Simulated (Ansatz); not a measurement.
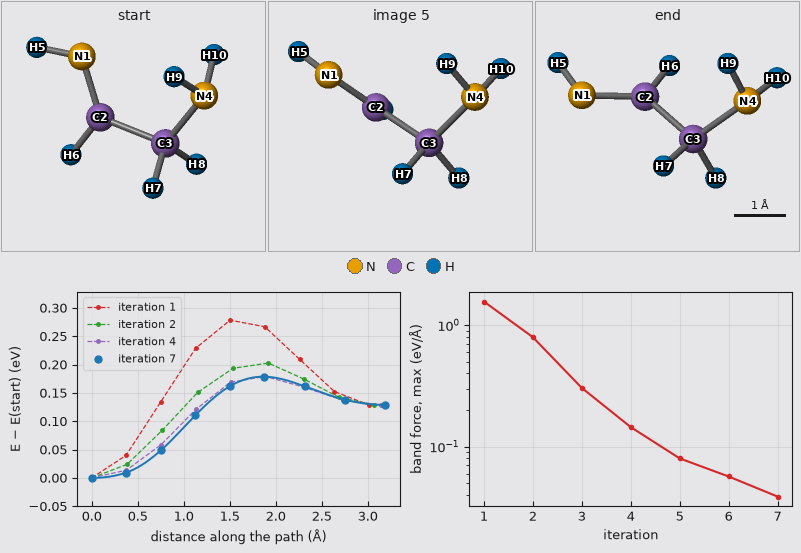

NEB run on C2H6N2. Images are numbered from 0 (start) to 8 (end). The plot follows the band through its iterations. The picture is a ball-and-stick view, seen at a tilt.

Method: Ansatz, RKS PBE0-D4/def2-SVP.

Input file:
```yaml
crystal:
  periodic: [false, false, false]
  atoms:
    - { symbol: "N", position_ang: [-1.029261, 0.966589, -0.711889] }
    - { symbol: C, position_ang: [-0.93112, -0.06428, 0.019172] }
    - { symbol: C, position_ang: [0.41413, -0.599549, 0.429304] }
    - { symbol: "N", position_ang: [1.560591, 0.12429, -0.053163] }
    - { symbol: H, position_ang: [-2.011493, 1.189949, -0.893352] }
    - { symbol: H, position_ang: [-1.805934, -0.631977, 0.399496] }
    - { symbol: H, position_ang: [0.435564, -0.651451, 1.534503] }
    - { symbol: H, position_ang: [0.470077, -1.656975, 0.107672] }
    - { symbol: H, position_ang: [1.475549, 1.09681, 0.24145] }
    - { symbol: H, position_ang: [1.505098, 0.175494, -1.070093] }
basis:
  gaussian: { orbitals: def2-SVP }
hamiltonian:
  xc: pbe0
  dispersion: d4
neb:
  order_check: false
  images: 7
  f_tol: 0.05
  max_iterations: 60
  initial_path: idpp
  final_atoms:
    - { symbol: "N", position_ang: [-1.74482829, 0.71758016, 0.37732185] }
    - { symbol: C, position_ang: [-0.84658648, 0.04600875, -0.21390455] }
    - { symbol: C, position_ang: [0.36195877, -0.482156, 0.50581088] }
    - { symbol: "N", position_ang: [1.62582332, -0.03473111, -0.0475335] }
    - { symbol: H, position_ang: [-2.47103925, 1.0076314, -0.28504652] }
    - { symbol: H, position_ang: [-0.86621627, -0.17025359, -1.30507855] }
    - { symbol: H, position_ang: [0.28282937, -0.18051069, 1.56211453] }
    - { symbol: H, position_ang: [0.33917334, -1.58645905, 0.48560736] }
    - { symbol: H, position_ang: [1.66289771, 0.98273893, -0.06730453] }
    - { symbol: H, position_ang: [1.73918878, -0.3509488, -1.00888698] }
```

Launched with:
```bash
ansatz run input.yaml --threads 1 --pin off --max-ram 2048MiB --backend cpu --events-out ev --progress --plain --runs-dir out
```

Q: How did the profile develop, and is the result final?

A: The result is final at these settings. The band converged in 7 iterations. The largest component of the band force went from 1.6 to 0.039 eV/Å. The climbing image converged on the top of the path. Its vibrational analysis gives one imaginary mode (146i cm⁻¹), as a transition state must have. The first iteration put the highest image at 0.278 eV. Forward barrier 0.179 eV, backward barrier 0.050 eV, with image 5 at the top; the reaction energy is +0.129 eV.

The run took 2.9 min on 1 thread of Intel(R) Xeon(R) Processor @ 2.70GHz (shared host), peak memory 0.17 GiB.
